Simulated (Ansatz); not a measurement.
# CH5FOSn (SMILES [CH3][SnH]([OH])[F]): wB97M-V/def2-SVP (core potential)

What is the vertical ionisation energy of CH5FOSn at wB97M-V/def2-SVP (core potential)? 

The calculation is run with Ansatz 0.2.0.

116 further runs of the same task are left out: 116 set aside as unsound or not needed.

## (1) The molecule

The species is CH5FOSn (9 atoms), meant as a singlet with charge 0. SMILES: `[CH3][SnH]([OH])[F]`. Geometry: relaxed at PBE0-D4/def2-TZVP. This is one conformer, not always the lowest.

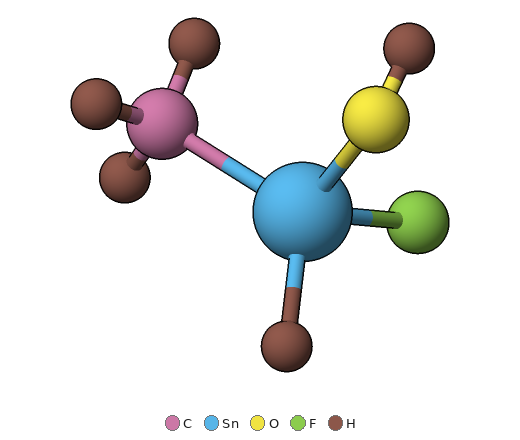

The structure, seen from a chosen angle (carbon pink, tin blue, oxygen yellow, fluorine green, hydrogen brown).

## (2) The energy at wB97M-V/def2-SVP (core potential)

The input, in.yaml:

```yaml
crystal:
  periodic: [false, false, false]
  atoms:
    - {symbol: C, position_ang: [-0.348000, 1.320900, -0.172600]}
    - {symbol: Sn, position_ang: [-0.271200, -0.757400, 0.237600]}
    - {symbol: O, position_ang: [1.527400, -1.346400, 0.725000]}
    - {symbol: F, position_ang: [-0.613200, -1.596000, -1.464600]}
    - {symbol: H, position_ang: [-1.361700, 1.603400, -0.455800]}
    - {symbol: H, position_ang: [-0.043600, 1.885400, 0.708500]}
    - {symbol: H, position_ang: [0.329800, 1.539100, -0.997600]}
    - {symbol: H, position_ang: [-1.308700, -1.477000, 1.371800]}
    - {symbol: H, position_ang: [2.177700, -1.218400, 0.030600]}
basis:
  gaussian: {orbitals: def2-SVP}
hamiltonian: {xc: {name: wB97M-V}}
accuracy: high
output: {orbitals: {seedname: orbitals}}
```

Started as:

```
ansatz run in.yaml --threads 1 --pin off --max-ram 3480MiB --events-out events.jsonl --progress --plain --runs-dir runs
```

What it wrote:

```text
Warning: RAYON_NUM_THREADS=1 ignored (pool sized by the plan → 1); use --threads N
Functional definition: wB97M-V
  name "wB97M-V"
  parameter omega = 0.3/bohr
  parameter cx = 0.15
  parameter cx01 = 1.007
  parameter cx10 = 0.259
  parameter css00 = 0.443
  parameter css04 = -1.437
  parameter css10 = -4.535
  parameter css20 = -3.390
  parameter css43 = 4.278
  parameter cos00 = 1.000
  parameter cos10 = 1.358
  parameter cos20 = 2.924
  parameter cos21 = -8.812
  parameter cos60 = -1.390
  parameter cos61 = 9.142
  parameter b = 6.0
  parameter c = 0.01
  gx(w, u) = 1 - cx + cx01*u + cx10*w
  gss(w, u) = css00 + css04*u^4 + css10*w + css20*w^2 + css43*w^4*u^3
  gos(w, u) = cos00 + cos10*w + (cos20 + cos21*u)*w^2 + (cos60 + cos61*u)*w^6
  exchange = spin_sum(e_x_unif_sr(omega)*gx(b97_w, b97_u_x)) + cx*exact_x_sr(omega) + exact_x_lr(omega)
  correlation = spin_sum(e_c_pw_mod_same_spin*gss(b97_w, b97_u_same))
      + integral(e_c_pw_mod_opposite_spin*gos(b97_w_opposite, b97_u_opposite)) + vv10(b, c)
2210 factors; integrals over basis functions are off by at most 3.4e-9 eV
394 factors; integrals over basis functions are off by at most 2.0e-9 eV
mean field evaluation 1: about -11699.3958 eV, gradient 6.0e1 eV
mean field evaluation 2: about -11698.5206 eV, gradient 6.8e1 eV
mean field evaluation 4: about -11706.4005 eV, gradient 1.9e0 eV
mean field evaluation 8: about -11706.5032 eV, gradient 1.4e-1 eV
mean field evaluation 16: about -11706.5032 eV, gradient 4.4e-5 eV
mean field -11706.50323913 eV, -430.2060590851 hartree, gradient 4.1e-8 eV, S^2 0.000000; 0 other end points of the search recorded, 0 dependent functions left out
reference -11706.50324437 eV, -430.2060592778 hartree; 25, 25 occupied and 68, 68 virtual orbitals, 2210 factors
Total energy: -11706.50324437 eV, -430.2060592778 hartree
```

Wall time 98 s (1 thread of Arm Neoverse V1, shared host); peak memory 0.66 GiB.

## (3) The doublet cation at the same level

Changes to in.yaml since step 2:

```diff
@@ -1 +1,4 @@
+basis:
+  gaussian:
+    orbitals: def2-SVP
 crystal:
@@ -12,5 +15,8 @@
     - {symbol: H, position_ang: [2.177700, -1.218400, 0.030600]}
-basis:
-  gaussian: {orbitals: def2-SVP}
-hamiltonian: {xc: {name: wB97M-V}}
+total_charge: 1
+magnetization:
+  spin_polarized: true
+  initial_magnetization: 1
+hamiltonian:
+  xc: {name: wB97M-V}
 accuracy: high
```

Started as:

```
ansatz run in.yaml --threads 1 --pin off --max-ram 3480MiB --events-out events.jsonl --progress --plain --runs-dir runs
```

What it wrote:

```text
Warning: RAYON_NUM_THREADS=1 ignored (pool sized by the plan → 1); use --threads N
Functional definition: wB97M-V
  name "wB97M-V"
  parameter omega = 0.3/bohr
  parameter cx = 0.15
  parameter cx01 = 1.007
  parameter cx10 = 0.259
  parameter css00 = 0.443
  parameter css04 = -1.437
  parameter css10 = -4.535
  parameter css20 = -3.390
  parameter css43 = 4.278
  parameter cos00 = 1.000
  parameter cos10 = 1.358
  parameter cos20 = 2.924
  parameter cos21 = -8.812
  parameter cos60 = -1.390
  parameter cos61 = 9.142
  parameter b = 6.0
  parameter c = 0.01
  gx(w, u) = 1 - cx + cx01*u + cx10*w
  gss(w, u) = css00 + css04*u^4 + css10*w + css20*w^2 + css43*w^4*u^3
  gos(w, u) = cos00 + cos10*w + (cos20 + cos21*u)*w^2 + (cos60 + cos61*u)*w^6
  exchange = spin_sum(e_x_unif_sr(omega)*gx(b97_w, b97_u_x)) + cx*exact_x_sr(omega) + exact_x_lr(omega)
  correlation = spin_sum(e_c_pw_mod_same_spin*gss(b97_w, b97_u_same))
      + integral(e_c_pw_mod_opposite_spin*gos(b97_w_opposite, b97_u_opposite)) + vv10(b, c)
2211 factors; integrals over basis functions are off by at most 3.4e-9 eV
394 factors; integrals over basis functions are off by at most 2.1e-9 eV
mean field evaluation 1: about -11679.9886 eV, gradient 6.2e1 eV
mean field evaluation 2: about -11659.1424 eV, gradient 9.7e1 eV
mean field evaluation 4: about -11695.2466 eV, gradient 7.9e0 eV
mean field evaluation 8: about -11695.6024 eV, gradient 7.6e-1 eV
mean field evaluation 16: about -11695.7308 eV, gradient 4.7e-2 eV
mean field evaluation 32: about -11695.7310 eV, gradient 3.2e-4 eV
mean field -11695.73096019 eV, -429.8101851357 hartree, gradient 9.3e-8 eV, S^2 0.765894; 4 other end points of the search recorded, 0 dependent functions left out
reference -11695.73096527 eV, -429.8101853224 hartree; 25, 24 occupied and 68, 69 virtual orbitals, 2211 factors
Total energy: -11695.73096527 eV, -429.8101853224 hartree
```

It took 4.7 min on 1 thread of Arm Neoverse V1, shared host; peak memory 1.2 GiB.

## (4) Summary of results

At wB97M-V/def2-SVP (core potential):

```
                                          quantity          value
                     singlet CH5FOSn: total energy  -430.20606 Eh
                      singlet CH5FOSn: HOMO energy      -10.58 eV
                      singlet CH5FOSn: LUMO energy        1.92 eV
                    singlet CH5FOSn: HOMO–LUMO gap       12.50 eV
                      doublet cation: total energy  -429.81019 Eh
doublet cation: HOMO energy (highest over α and β)      -16.95 eV
 doublet cation: LUMO energy (lowest over α and β)      -10.96 eV
                              doublet cation: ⟨S²⟩          0.766
vertical ionisation energy (to the doublet cation)      10.772 eV
```

In words: The vertical ionisation energy comes to 10.77 eV (248 kcal/mol). −ε(HOMO) before ionisation, 10.58 eV, is 0.19 eV below this ionisation energy.
